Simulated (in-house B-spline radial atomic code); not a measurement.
**I²⁴⁺: starting-point dependence of G0W0 and RPA**

G0W0 and RPA are one-shot methods. How much does the choice of start matter for I²⁴⁺?

The numbers are computed with an in-house B-spline radial atomic code, version 1 (RPA, second order, AC-SOSEX and G0W0 (contour deformation) on a non-relativistic mean field, all electrons; no spin-orbit coupling, Breit or QED terms), except any that are marked as measured or tabulated.

### Step 1. The atom as given

```
element               : iodine (Z = 53)
charge                : +24
electrons             : 29
configuration         : [Ar] 3d10 4s1
next ion, run as well : [Ar] 3d10
Hamiltonian           : non-relativistic, point nucleus
starts                : Hartree-Fock, PBE, TPSS, r2SCAN0, HSE06
```

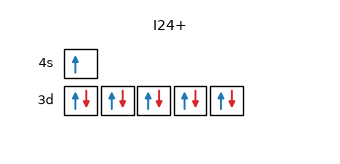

Occupation of the outer shells (arrows by Hund's rule).

### Step 2. Run with the Hartree-Fock start

The run's settings:

```ini
Z = 53
electrons = 29.0
configuration = [Ar] 3d10 4s1
hamiltonian = nr
method = hf
lmax = 9
spin_polarised = True
box_radius = 3.58
intervals = 48
```

Command:

```console
> python run_gw.py task.json out
```

task.json lists these runs, among others, and the program works through them in turn.

Further steps of the session: Run with the PBE start; Run with the TPSS start; Run with the r2SCAN0 start; Run with the HSE06 start.

Q: Predict the outcome of this session. Wanted: highest level, mean field; highest level, G0W0; RPA correlation energy; RPA+SOSEX.

The runs gave:

| quantity | value |
| --- | --- |
| highest level, mean field (range over the runs) | -776.37 to -764.34 eV |
| highest level, G0W0 (range over the runs) | -779.51 to -778.93 eV |
| RPA correlation energy | -2.250 to -2.152 hartree |
| RPA+SOSEX | -1.5684 to -1.5051 hartree |
| semi-empirical ionisation energy (4s shell) | 800.80 ± 0.4 eV (NIST Atomic Spectra Database, ionization energies) |
| G0W0 removal energy less that value | -21.9 to -21.3 eV |

In words: The starts spread the highest level over 12.0 eV; after G0W0 0.58 eV remain, 4.9 % of that. Semilocal starts leave the level too high; G0W0 lowers it by 15 eV. RPA gives the most correlation on PBE and the least on Hartree-Fock (4.4 % apart); over the runs it loosely follows the gap of the start, as smaller excitation energies give more correlation. All runs miss the semi-empirical ionisation energy, 800.80 ± 0.4 eV, by about -21.4 eV (-2.7 %), far more than they differ among themselves. Relativity, left out here, binds an s electron more tightly: it works in the direction of closing this gap. Read as a removal energy, the bare PBE level is off by -35.9 eV (-4.5 %) and the nearest bare level, Hartree-Fock's, by -24.4 eV. As differences of total energies the mean miss over the starts is 22 eV for mean field, 22 eV for RPA, 23 eV for RPA+SOSEX. For so heavy an element the non-relativistic levels are a model, not the real atom's.
